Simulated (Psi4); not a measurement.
# B3LYP/def2-SVP run of [CSO3F3]− (trifluoromethanesulfonate)

What is the vertical ionisation energy of [CSO3F3]− (trifluoromethanesulfonate) at B3LYP/def2-SVP? 

Program for the calculation: Psi4 1.11.

3 further runs of the same task are left out: 3 that didn't finish.

## (1) The molecule

[CSO3F3]−: 8 atoms, total charge -1, spin state singlet. SMILES: `[O-]S(=O)(=O)C(F)(F)F`. The coordinates come from a PBE0-D4/def2-TZVPD relaxation.

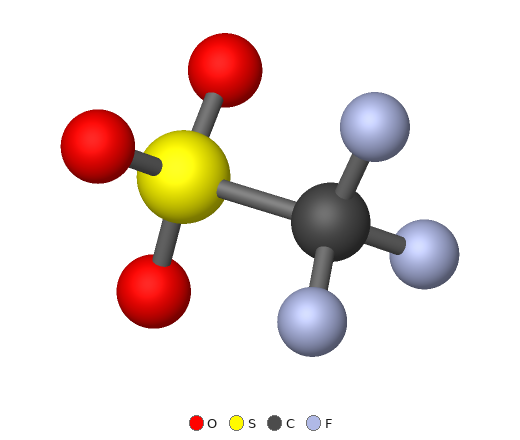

The structure, seen from a chosen angle (oxygen red, sulfur yellow, carbon dark grey, fluorine light blue).

## (2) Energy and forces at B3LYP/def2-SVP

File cf3o3s.inp:

```
memory 2.2 GB

molecule geom {
  -1 1
  O     -0.85438298    -3.38988521     1.01024759
  S      0.97226409    -1.61613158     0.01483435
  O      3.06534364    -1.02574334     1.67138717
  O      1.61221984    -1.93940702    -2.62329891
  C     -0.83312356     1.38486689    -0.01271786
  F     -1.61444972     2.04011053     2.30797921
  F      0.55261261     3.31446624    -0.89693961
  F     -2.90048394     1.23178018    -1.47149194
  units bohr
  symmetry c1
  no_reorient
  no_com
}

set {
  basis def2-SVP
  puream true
  e_convergence 1e-09
  d_convergence 1e-08
  scf_type pk
  dft_radial_points 99
  dft_spherical_points 590
}

e_tot, wfn = gradient('b3lyp', return_wfn=True)
oeprop(wfn, 'MAYER_INDICES', 'QUADRUPOLE', 'MULLIKEN_CHARGES', title='B3LYP')
```

The run is started by

```
$ psi4 cf3o3s.inp cf3o3s.out -n 1
```

cf3o3s.out (excerpt; [...] marks lines left out):

```text
[...]
  Running in c1 symmetry.
[...]
  Nuclear repulsion =  555.370021796957303
[...]
  Multiplicity = 1
[...]
  Nalpha       = 37
  Nbeta        = 37
[...]
    Number of basis functions: 116
[...]
   @RKS iter   1:  -960.47867406676153    6.55888e-01   9.92013e-03 ADIIS/DIIS
[...]
   @RKS iter  12:  -960.94523029762377   -9.77707e-12   1.51575e-09 DIIS
[...]
  @RKS Final Energy:  -960.94523029762377
   => Energetics <=
    Nuclear Repulsion Energy =            555.3700217969573032
    One-Electron Energy =               -2448.9425226604739692
    Two-Electron Energy =                1004.3442967080756034
    DFT Exchange-Correlation Energy =     -71.7170261421826183
    Empirical Dispersion Energy =           0.0000000000000000
    VV10 Nonlocal Energy =                  0.0000000000000000
    Total Energy =                       -960.9452302976237661
[...]
  -Total Gradient:
     Atom            X                  Y                   Z
    ------   -----------------  -----------------  -----------------
       1        0.027471497627     0.025664933506    -0.014757249322
       2        0.006791996564    -0.011298213530     0.000115089481
       3       -0.030651810050    -0.009397148405    -0.024566527149
       4       -0.009102782580     0.004165856961     0.039115506175
       5       -0.000296205094     0.000488467317    -0.000003103089
       6        0.002743665709    -0.002779823972    -0.006412698193
       7       -0.003242204897    -0.006305233306     0.002448681603
       8        0.006284010672    -0.000544093840     0.004053011866
[...]
 Multipole Moments:
 ------------------------------------------------------------------------------------
     Multipole            Electronic (a.u.)      Nuclear  (a.u.)        Total (a.u.)
 ------------------------------------------------------------------------------------
 L = 1.  Multiply by 2.5417464519 to convert [e a0] to [Debye]
 Dipole X            :         -6.3511449            5.4820386           -0.8691063
 Dipole Y            :         10.5566185           -9.1119759            1.4446426
 Dipole Z            :         -0.0969074            0.0836582           -0.0132492
 Magnitude           :                                                    1.6859755
 L = 2.  Multiply by 1.3450342976 to convert [e a0^2] to [Debye ang]
 Quadrupole XX       :       -266.3208948          223.0154875          -43.3054073
 Quadrupole XY       :        104.9143243         -104.3746551            0.5396692
[...]
  Mulliken Charges: (a.u.)
   Center  Symbol    Alpha    Beta     Spin     Total
       1     O     4.27635  4.27635  0.00000 -0.55270
       2     S     7.57188  7.57188  0.00000  0.85624
       3     O     4.27635  4.27635  0.00000 -0.55270
       4     O     4.27635  4.27635  0.00000 -0.55270
       5     C     2.80426  2.80426  0.00000  0.39149
       6     F     4.59827  4.59827  0.00000 -0.19654
       7     F     4.59827  4.59827  0.00000 -0.19655
       8     F     4.59827  4.59827  0.00000 -0.19654
   Total alpha = 37.00000, Total beta = 37.00000, Total charge = -1.00000
[...]
```

It took 52 s on 1 thread of AMD EPYC 7R43 (Zen 3), shared host; peak memory 0.75 GiB.

## (3) Doublet neutral CSO3F3, same level

File cf3o3s.xyz:

```xyz
8
CF3O3S
O     -0.452120    -1.793850     0.534600
S      0.514500    -0.855220     0.007850
O      1.622110    -0.542800     0.884460
O      0.853150    -1.026290    -1.388190
C     -0.440870     0.732840    -0.006730
F     -0.854330     1.079580     1.221330
F      0.292430     1.753940    -0.474640
F     -1.534870     0.651830    -0.778680
```

File run.py:

```python
import psi4

psi4.set_memory(2200000000)
psi4.set_num_threads(1)
psi4.core.set_output_file('cf3o3s.out', False)

with open('cf3o3s.xyz') as f:
    atoms = ''.join(f.readlines()[2:])
geom = psi4.geometry('0 2\n' + atoms + 'symmetry c1\nno_reorient\nno_com')

psi4.set_options({
    'basis': 'def2-SVP',
    'reference': 'uks',
    'puream': True,
    'e_convergence': 1e-09,
    'd_convergence': 1e-08,
    'scf_type': 'pk',
    'dft_radial_points': 99,
    'dft_spherical_points': 590,
    'maxiter': 100,
})

e, wfn = psi4.gradient("b3lyp", molecule=geom, return_wfn=True)
psi4.oeprop(wfn, "MAYER_INDICES", "WIBERG_LOWDIN_INDICES", "QUADRUPOLE", title="B3LYP")
print('gradient / Eh bohr^-1')
print(e.np.round(6))
print(f'energy = {wfn.energy():.10f} Eh')
for k, v in sorted(psi4.core.scalar_variables().items()):
    print(f'{k:45s} {v:18.10f}')
```

The run is started by

```
$ python run.py
```

cf3o3s.out (excerpt; [...] marks lines left out):

```text
[...]
  Running in c1 symmetry.
[...]
  Nuclear repulsion =  555.370021778111777
[...]
  Multiplicity = 2
[...]
  Nalpha       = 37
  Nbeta        = 36
[...]
    Number of basis functions: 116
[...]
   @UKS iter   1:  -960.28415611303456    8.50406e-01   9.47050e-03 DIIS/ADIIS
[...]
   @UKS iter  17:  -960.77109612365302   -4.32010e-12   3.15734e-09 DIIS
[...]
   @S^2 Observed:                7.613979545E-01
[...]
  @UKS Final Energy:  -960.77109612365302
   => Energetics <=
    Nuclear Repulsion Energy =            555.3700217781117772
    One-Electron Energy =               -2430.7741023571238657
    Two-Electron Energy =                 985.9816997964010170
    DFT Exchange-Correlation Energy =     -71.3487153410419097
    Empirical Dispersion Energy =           0.0000000000000000
    VV10 Nonlocal Energy =                  0.0000000000000000
    Total Energy =                       -960.7710961236530238
[...]
  -Total Gradient:
     Atom            X                  Y                   Z
    ------   -----------------  -----------------  -----------------
       1        0.016930251939     0.037574421081    -0.013721935273
       2        0.034530644346    -0.057403872409     0.000534877524
       3       -0.036618968677     0.005272141710    -0.022762995420
       4       -0.016768304666     0.017767257904     0.035910117451
       5        0.022489370600    -0.037386835642     0.000344662963
       6       -0.007226955044     0.011191850872     0.002847210734
       7       -0.004465531113     0.012810626085    -0.001221182763
       8       -0.008872456067     0.010168167726    -0.001939019824
[...]
```

Standard output:

```text
gradient / Eh bohr^-1
[[ 0.01693   0.037574 -0.013722]
 [ 0.034531 -0.057404  0.000535]
 [-0.036619  0.005272 -0.022763]
 [-0.016768  0.017767  0.03591 ]
 [ 0.022489 -0.037387  0.000345]
 [-0.007227  0.011192  0.002847]
 [-0.004466  0.012811 -0.001221]
 [-0.008872  0.010168 -0.001939]]
energy = -960.7710961237 Eh
CURRENT ENERGY                                   -960.7710961237
CURRENT REFERENCE ENERGY                         -960.7710961237
DD SOLVATION ENERGY                                 0.0000000000
DFT FUNCTIONAL TOTAL ENERGY                      -960.7710961237
DFT TOTAL ENERGY                                 -960.7710961237
DFT VV10 ENERGY                                     0.0000000000
DFT XC ENERGY                                     -71.3487153410
GRID ELECTRONS ALPHA                               36.9999999615
GRID ELECTRONS BETA                                35.9999999732
GRID ELECTRONS TOTAL                               72.9999999348
NUCLEAR REPULSION ENERGY                          555.3700217781
ONE-ELECTRON ENERGY                             -2430.7741023571
PCM POLARIZATION ENERGY                             0.0000000000
PE ENERGY                                           0.0000000000
SCF ITERATION ENERGY                             -960.7710961237
SCF ITERATIONS                                     17.0000000000
SCF TOTAL ENERGY                                 -960.7710961237
TWO-ELECTRON ENERGY                               985.9816997964
XC GRID RADIAL POINTS                              99.0000000000
XC GRID SPHERICAL POINTS                          590.0000000000
XC GRID TOTAL POINTS                           436922.0000000000
```

Wall time 1.7 min (1 thread of AMD EPYC 7R43 (Zen 3), shared host); peak memory 0.74 GiB.

## (4) What came out

Level: B3LYP/def2-SVP.

| quantity | value |
| --- | --- |
| singlet [CSO3F3]−: total energy | -960.94523 Eh |
| singlet [CSO3F3]−: HOMO energy | -1.91 eV |
| singlet [CSO3F3]−: LUMO energy | 7.90 eV |
| singlet [CSO3F3]−: HOMO–LUMO gap (to an unbound level, set by the basis) | 9.81 eV |
| singlet [CSO3F3]−: largest force on an atom | 2.077 eV/Å |
| doublet neutral CSO3F3: total energy | -960.77110 Eh |
| doublet neutral CSO3F3: dipole moment | 0.16 D |
| doublet neutral CSO3F3: HOMO energy (highest over α and β) | -10.05 eV |
| doublet neutral CSO3F3: LUMO energy (lowest over α and β) | -7.55 eV |
| doublet neutral CSO3F3: ⟨S²⟩ | 0.761 |
| doublet neutral CSO3F3: largest force on an atom | 3.445 eV/Å |
| vertical detachment energy (to the doublet neutral) | 4.738 eV |

In words: The vertical ionisation energy comes to 4.74 eV (109 kcal/mol). The largest force (singlet [CSO3F3]−) is 2.08 eV/Å: the shape isn't a stationary point for this species at this level. −ε(HOMO) before ionisation, 1.91 eV, is 2.83 eV below this ionisation energy.
